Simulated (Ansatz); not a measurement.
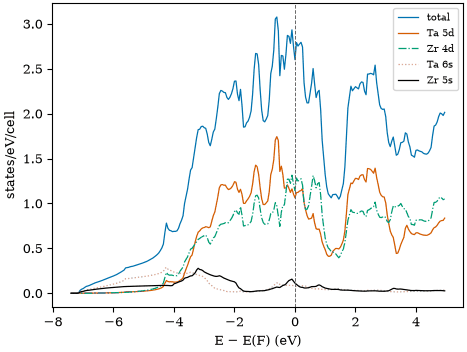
Figure: Total and projected density of states of ZrTa (L1₀ or tetragonal B2, P4/mmm), plane-wave PAW r²SCAN (Ansatz code)

Task: Which orbitals carry the states next to the Fermi level?

Result: Within 0.5 eV of the Fermi level: Ta 5d 43 %, Zr 4d 43 %, outside the projected shells 6 %. Projections are on Löwdin-orthogonalised atomic valence shells; empty p or d shells of many metals are not among them.

Task: Where is the tallest occupied peak in this window, and what makes it?

Result: Near -0.6 eV, about 3.1 states/eV per cell; the largest projected share is Ta 5d.

The start of the workflow was typed in or built on a structure type; neither database checked (COD, Materials Project) lists it. Whether it is the stable phase at ambient conditions was not checked. The cell was relaxed with r²SCAN under the symmetry of its start; whether a distortion lowers the energy is not shown. The run is not spin-polarised. Its formation energy is positive at this level, so the cell may be metastable or incomplete. Scalar-relativistic: spin–orbit coupling is off unless named, which matters more the heavier the elements.

Potentials: the later of the program's two PAW sets.
